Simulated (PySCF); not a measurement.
C2H8GaN, SMILES `C[Ga](C)N`.

Level of theory: cc-pVDZ basis (PySCF), at a geometry from GFN2-xTB. No frequency check shows the geometry to be a minimum. GFN2-xTB bond lengths at metals and heavier atoms can be off by up to 0.1 Å and shapes distorted, which carries into these values.

Geometry (Å), atoms numbered from 1:

```
C1       1.8371   -0.8844    0.0003
Ga2      0.0013   -0.0111   -0.0004
C3      -1.8213   -0.9122    0.0005
N4      -0.0187    1.8145    0.0002
H5       1.8429   -1.7970   -0.6002
H6       2.1353   -1.1557    1.0162
H7       2.5868   -0.1985   -0.4005
H8      -2.2427   -0.9272   -1.0078
H9      -2.5150   -0.3653    0.6434
H10     -1.7600   -1.9439    0.3535
H11     -0.8469    2.3960    0.0286
H12      0.7952    2.4156   -0.0263
```

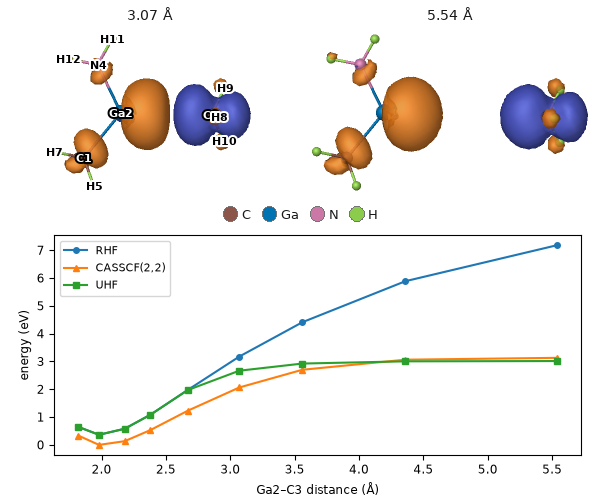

Rigid stretch of the Ga2–C3 bond. Broken-symmetry UHF spin density at ±0.03 e/Å³ (orange: α, blue: β). Below: energies along the scan, from the lowest point of the three curves.

Question: How does the broken-symmetry solution share the spin, and how far is it from a pure singlet?

Answer: At 5.54 Å excess α spin lies mostly on Ga2 and excess β on C3; the two could be swapped at no cost. ⟨S²⟩ is 0.66 at 3.07 Å and 1.01 at 5.54 Å, against 0 for a pure singlet and 1 for an equal mix of singlet and triplet.

Question: Where does the UHF solution part from RHF?

Answer: Between 2.38 Å (⟨S²⟩ = 0, the two coincide) and 2.67 Å (⟨S²⟩ = 0.08); at 5.54 Å ⟨S²⟩ is 1.01 and UHF lies 4.2 eV below RHF.

Question: How much energy does the stretch cost?

Answer: By CASSCF, 3.1 eV from the lowest point of the scan (1.98 Å) to 5.54 Å; RHF gives 6.8 eV from its own lowest point. The fragments aren't relaxed and dynamic correlation is missing, so this isn't a bond dissociation energy.

Run time: 3.5 min on 1 thread of AMD EPYC 9R14 (Zen 4), on a shared host, peak memory 0.43 GiB.
